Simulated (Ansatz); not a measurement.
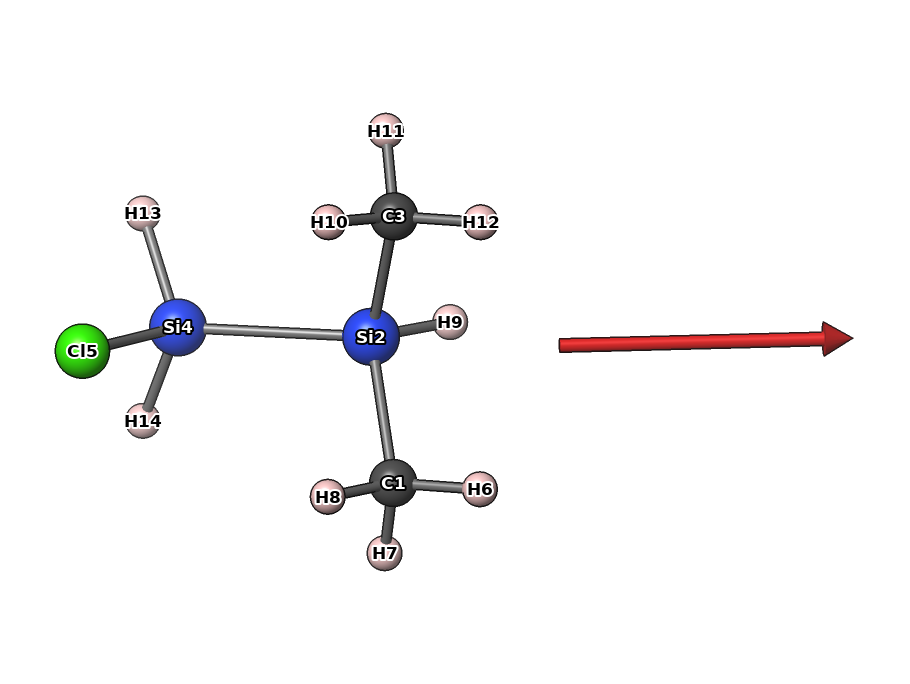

The arrow beside the molecule shows the direction of the dipole moment, from the negative to the positive end (its length means nothing). Computed geometry: PBE-D4/def2-SVP optimisation. No frequency run is at hand to confirm it as a minimum. Level of theory: RKS PBE-D4/def2-SVP (Ansatz 0.2.0).

How large is the dipole moment?

1.60 D; it points from the side of Cl5 to the side of H6, H9, H12 (the outermost atoms at the two ends).
